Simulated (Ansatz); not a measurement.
**VO2, pressure series**

The parent structure is VO₂ in the rutile structure (space group P4_2/mnm, No. 136; a = 4.5372 Å, c = 2.8031 Å; ferromagnetic).

Cell and atoms are relaxed at each pressure.

Computed with PBEsol (Ansatz, an electronic-structure program, PAW, spin-orbit coupling left out), earlier PAW set.

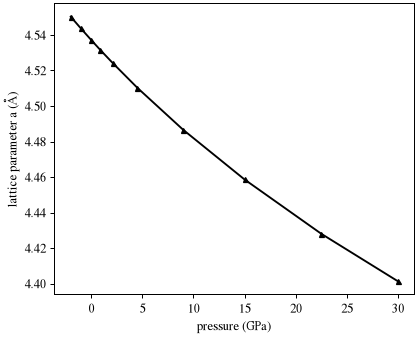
*Lattice parameter a against pressure*

From the plot, what is the lattice parameter a for pressure 0.9 GPa?

About 4.53 Å.

Is the trend monotonic over the range shown?

Yes, it falls throughout, spanning 4.401 Å to 4.550 Å.

Other magnetic orders, which the real material may have, were not ruled out. Load acts through the strain it causes; cell and atoms are relaxed under it. Whether these cells are dynamically stable was not tested. No other phases were tried under pressure. No Hubbard U is applied, and correlation can decide whether such a compound is a metal. The base started in Pnnm and relaxed to P4_2/mnm at this level.
